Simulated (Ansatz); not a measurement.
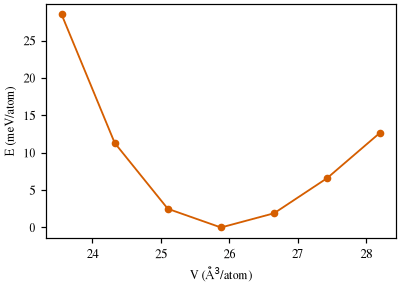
Te2Mo in space group P6_3/mmc (No. 194; Te on 4f, Mo on 2c) under volume change, r²SCAN+D4 (plane waves, PAW; program Ansatz), shape and atoms relaxed at each volume.

Problem. What does a third-order Birch–Murnaghan fit give for V₀, B₀ and B′?

Solution. V₀ = 25.89 Å³/atom, B₀ = 29.0 GPa, B′ = 12.0.

Symmetry was held in the r²SCAN+D4 relaxation. No spin polarisation was allowed. Spin–orbit coupling is left out wherever it is not named.

Potentials: the earlier of the program's two PAW sets.
